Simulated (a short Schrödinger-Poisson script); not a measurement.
Stack: gated In0.52Al0.48As/In0.53Ga0.47As modulation-doped gas in a quantum well, at 300 K.

| layer | material | thickness (nm) | Nd (cm⁻³) | Na (cm⁻³) |
|---|---|---|---|---|
| 1 | In0.52Al0.48As | 10 | - | - |
| 2 | In0.52Al0.48As | 20 | 9.6e17 | - |
| 3 | In0.52Al0.48As | 2 | - | - |
| 4 | In0.53Ga0.47As | 10 | - | - |
| 5 | In0.52Al0.48As | 4000 | - | 4e14 |

Constants are typed, rounded textbook-type inputs, not results; the design itself was drawn at random and stands for no fabricated device. In0.52Al0.48As: permittivity 12.5, conduction-band edge (eV) 0.52, gap (eV) 1.45, electron mass (mₑ) 0.075, Nv at 300 K (cm⁻³) 1.1e19. In0.53Ga0.47As: permittivity 13.9, conduction-band edge (eV) 0, gap (eV) 0.74, Nv at 300 K (cm⁻³) 7.7e18.

Channel valleys (confinement mass, in-plane density-of-states mass, number): Γ 0.041, 0.041, 1. At the gate the conduction-band edge of layer 1 lies 0.75 eV − eVg above the Fermi level of the channel; the field vanishes at the back. The barrier under the gate holds no holes. Gaps are held at their typed values at every temperature. Mesh 0.08 nm at interfaces.

From a short Schrödinger-Poisson script (our own, NumPy): 1D Poisson equation in equilibrium, electrons quantum, Hartree (BenDaniel-Duke, 40 states a valley, the channel's in-plane mass for all, wave functions free to enter the barrier), parabolic valleys, classical holes, full ionisation, no traps, pinning or gate leakage.

Only gate voltages with over 1e8 electrons/cm² are shown.

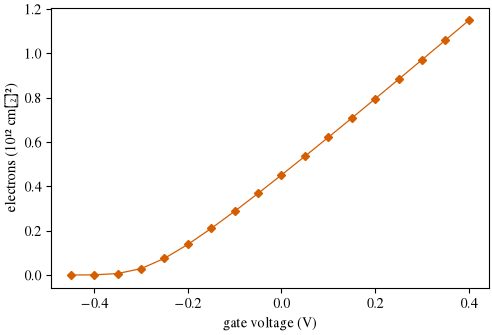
Sheet density against gate voltage

```
Vg (V)  electrons (cm⁻²)  in the channel layer  C (μF/cm²)  Γ E0 (meV)  Γ E1 (meV)
------  ----------------  --------------------  ----------  ----------  ----------
0.4              1.15e12               1.12e12       0.286       -63.9        83.1
0.3              9.71e11               9.44e11       0.284       -52.9        94.4
0.2              7.95e11               7.74e11       0.281       -41.2       106.5
0.1              6.21e11               6.05e11       0.276       -28.7       119.5
0                4.51e11               4.40e11       0.269       -14.6       134.2
-0.1             2.88e11               2.81e11       0.255         2.4       151.8
-0.2             1.38e11               1.35e11       0.222        26.0       176.1
-0.3             2.92e10               2.85e10       0.116        69.5       220.1
-0.4              1.19e9                1.16e9      0.0149       153.1       303.8
```

Subbands count from the Fermi level.
